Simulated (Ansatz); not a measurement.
# BH3Br− (SMILES [H][B-]([H])([H])Br) at 6 levels

Wanted: a comparison of 6 runs (HF/STO-3G, BLYP/STO-3G, CAM-B3LYP/STO-3G, UPBE0/STO-3G, MP2/STO-3G, UCCSD(T)/STO-3G) of BH3Br−. 

The results are computed with Ansatz 0.2.0.

3 further runs of the same task are left out: 3 that didn't finish.

### Step 1. The structure to begin with

BH3Br−: 5 atoms, total charge -1, spin state singlet. As SMILES, `[H][B-]([H])([H])Br`. The H5–B1 distance was set to 2.422 Å, away from the relaxed value. At this shape a bond of the SMILES string is far longer than usual.

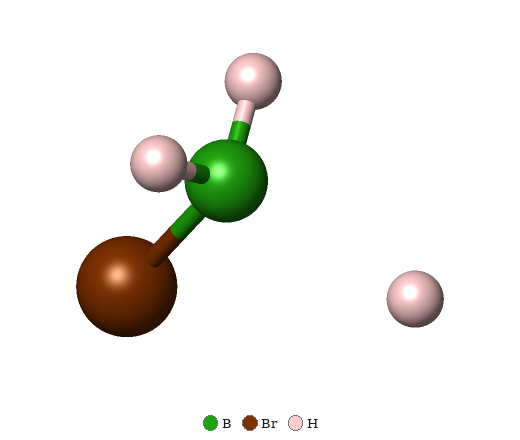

Viewed from a chosen angle; boron green, bromine brown, hydrogen pink.

### Step 2. The energy at HF/STO-3G (run 1)

The input, job.yaml:

```yaml
crystal:
  periodic: [false, false, false]
  atoms:
    - {symbol: B, position_ang: [0.571541, 0.999567, 0.191457]}
    - {symbol: Br, position_ang: [0.589151, 0.978007, 2.219387]}
    - {symbol: H, position_ang: [1.723491, 1.008367, -0.183263]}
    - {symbol: H, position_ang: [-0.011759, 2.001657, -0.159873]}
    - {symbol: H, position_ang: [-0.576460, -0.996180, -0.561610]}
basis:
  gaussian: {orbitals: STO-3G}
total_charge: -1
hamiltonian: {xc: hf}
accuracy: high
```

The run is started by

```console
$ ansatz run job.yaml --threads 1 --pin off --max-ram 2610MiB --events-out events.jsonl --progress --plain --runs-dir runs
```

What it wrote:

```text
Warning: RAYON_NUM_THREADS=1 ignored (pool sized by the plan → 1); use --threads N
Functional definition: HF
  name "HF"
  exchange = exact_x
  correlation = 0
361 factors; integrals over basis functions are off by at most 1.6e-8 eV
mean field evaluation 1: about -69943.2845 eV, gradient 2.0e1 eV
mean field evaluation 2: about -69943.3260 eV, gradient 2.0e1 eV
mean field evaluation 4: about -69946.5630 eV, gradient 1.8e0 eV
mean field evaluation 8: about -69946.5764 eV, gradient 5.7e-4 eV
mean field -69946.57640928 eV, -2570.4892715485 hartree, gradient 4.7e-9 eV, S^2 0.000000; 0 other end points of the search recorded, 0 dependent functions left out
reference -69946.57640928 eV, -2570.4892715485 hartree; 22, 22 occupied and 4, 4 virtual orbitals, 361 factors
Total energy: -69946.57640928 eV, -2570.4892715485 hartree
```

Wall time 0.12 s (1 thread of Arm Neoverse V2, shared host).

### Step 3. The energy at BLYP/STO-3G (run 2)

The input, molecule.yaml:

```yaml
crystal:
  periodic: [false, false, false]
  atoms:
    - {symbol: B, position_ang: [0.571541, 0.999567, 0.191457]}
    - {symbol: Br, position_ang: [0.589151, 0.978007, 2.219387]}
    - {symbol: H, position_ang: [1.723491, 1.008367, -0.183263]}
    - {symbol: H, position_ang: [-0.011759, 2.001657, -0.159873]}
    - {symbol: H, position_ang: [-0.576460, -0.996180, -0.561610]}
basis:
  gaussian: {orbitals: STO-3G}
total_charge: -1
hamiltonian: {xc: {name: BLYP}}
accuracy: high
```

The run is started by

```console
$ ansatz run molecule.yaml --threads 1 --pin off --max-ram 2610MiB --events-out events.jsonl --progress --plain --runs-dir runs
```

What it wrote:

```text
Warning: RAYON_NUM_THREADS=1 ignored (pool sized by the plan → 1); use --threads N
Functional definition: BLYP
  name "BLYP"
  parameter beta = 0.0042
  parameter a = 0.04918
  parameter b = 0.132
  parameter c = 0.2533
  parameter d = 0.349
  exchange = b88_x(beta = beta)
  correlation = lyp_c(a = a, b = b, c = c, d = d)
361 factors; integrals over basis functions are off by at most 1.6e-8 eV
mean field evaluation 1: about -69983.3233 eV, gradient 2.0e1 eV
mean field evaluation 2: about -69965.9899 eV, gradient 4.2e1 eV
mean field evaluation 4: about -69987.1577 eV, gradient 7.5e0 eV
mean field evaluation 8: about -69987.2438 eV, gradient 5.0e0 eV
mean field -69987.42379344 eV, -2571.9903852293 hartree, gradient 8.8e-8 eV, S^2 0.000000; 0 other end points of the search recorded, 0 dependent functions left out
reference -69987.42383078 eV, -2571.9903866014 hartree; 22, 22 occupied and 4, 4 virtual orbitals, 361 factors
Total energy: -69987.42383078 eV, -2571.9903866014 hartree
```

Wall time 1 s (1 thread of Arm Neoverse V2, shared host); peak memory 0.091 GiB.

Runs 3 to 4 aren't shown in full; the table further down has their settings and results.

### Step 4. The energy at MP2/STO-3G (run 5)

Changes to job.yaml since step 2:

```diff
@@ -9,5 +9,11 @@
 basis:
-  gaussian: {orbitals: STO-3G}
+  gaussian:
+    orbitals: STO-3G
 total_charge: -1
-hamiltonian: {xc: hf}
+magnetization:
+  spin_polarized: false
+  initial_magnetization: 0
+correlation:
+  method: mp2
+  frozen_orbitals: {B: 1, Br: 9, H: 0}
 accuracy: high
```

The run is started by

```console
$ ansatz run job.yaml --threads 1 --pin off --max-ram 2610MiB --events-out events.jsonl --progress --plain --runs-dir runs
```

What it wrote, shortened:

```text
Warning: RAYON_NUM_THREADS=1 ignored (pool sized by the plan → 1); use --threads N
Functional definition: HF
  name "HF"
[...]
361 factors; integrals over basis functions are off by at most 1.6e-8 eV
[...]
mean field -69946.57640928 eV, -2570.4892715485 hartree, gradient 4.7e-9 eV, S^2 0.000000; 0 other end points of the search recorded, 0 dependent functions left out; unrestricted orbitals would lower it
[...]
unrestricted determinant -69948.00127158 eV, -2570.5416342725 hartree, S^2 0.8075
10 core orbitals not correlated: weight in the atoms' cores, before any rotation towards them, 1.000 or more for the frozen orbitals, at most 0.000 for the correlated occupied ones
reference -69946.57640928 eV, -2570.4892715485 hartree; 12, 12 occupied and 4, 4 virtual orbitals, 361 factors
second order -2.22117867 eV of doubles, -0.00000000 eV of singles
Total energy: -69948.79758795 eV, -2570.5708983591 hartree
```

Wall time 0.18 s (1 thread of Arm Neoverse V2, shared host).

### Step 5. The energy at UCCSD(T)/STO-3G (run 6)

The input, input.yaml:

```yaml
crystal:
  periodic: [false, false, false]
  atoms:
    - {symbol: B, position_ang: [0.571541, 0.999567, 0.191457]}
    - {symbol: Br, position_ang: [0.589151, 0.978007, 2.219387]}
    - {symbol: H, position_ang: [1.723491, 1.008367, -0.183263]}
    - {symbol: H, position_ang: [-0.011759, 2.001657, -0.159873]}
    - {symbol: H, position_ang: [-0.576460, -0.996180, -0.561610]}
basis:
  gaussian: {orbitals: STO-3G}
total_charge: -1
magnetization: {spin_polarized: true, initial_magnetization: 0}
correlation: {method: ccsd_t, frozen_orbitals: {B: 1, Br: 9, H: 0}}
accuracy: high
scf: {omitted_lower_state_checks: [cluster_reference, increment]}
```

The run is started by

```console
$ ansatz run input.yaml --threads 1 --pin off --max-ram 2610MiB --events-out events.jsonl --progress --plain --runs-dir runs
```

What it wrote:

```text
Warning: RAYON_NUM_THREADS=1 ignored (pool sized by the plan → 1); use --threads N
[... 13 lines left out ...]
10 core orbitals not correlated: weight in the atoms' cores, before any rotation towards them, 1.000 or more for the frozen orbitals, at most 0.000 for the correlated occupied ones
[... 34 lines left out ...]
Total energy: -69950.00133141 eV, -2570.6151351154 hartree
Checks for a lower state left out: cluster_reference, increment
```

Run time: 0.52 s. Hardware: 1 thread of Arm Neoverse V2, shared host.

### Step 6. All runs side by side

```tsv
run	level	frozen core orbitals	energy (Eh)	wall time
1	HF/STO-3G	–	-2570.489272	0.12 s
2	BLYP/STO-3G	–	-2571.990387	1 s
3	CAM-B3LYP/STO-3G	–	-2572.165062	1.1 s
4	UPBE0/STO-3G	–	-2571.869615	3.3 s
5	MP2/STO-3G	10	-2570.570898	0.18 s
6	UCCSD(T)/STO-3G	10	-2570.615135	0.52 s
```

### Step 7. What came out

| quantity | value |
| --- | --- |
| run 6: total energy | -2570.61514 Eh |
| run 6: correlation energy (10 core orbitals frozen) | -73.5 mEh |
| run 6: (T) correction | -1.65 mEh |
| run 6: ⟨S²⟩ of the reference determinant | 0.808 |
| run 6: T1 diagnostic | 0.058 |

Below the HF energy at the same shape and in the same basis (STO-3G): MP2 -81.6 mEh; UCCSD(T) -125.9 mEh. Some of these start from another determinant than that one, so these aren't their correlation energies. Totals of different functionals can't be ranked against each other. In run 5 the log says that unrestricted orbitals would lower the reference, so the values rest on an unstable closed-shell determinant (other closed-shell runs at this shape may share the fault). In runs 1, 2, 3, 4, 5, 6 the basis is minimal, so the values are rough. Spin contamination of the reference: run 6 ⟨S²⟩ = 0.81, run 4 ⟨S²⟩ = 0.38. Where it is this large, the reference is a mixture of spin states, and values that rest on it are in doubt. All runs together took 6.3 s, the longest 3.3 s.
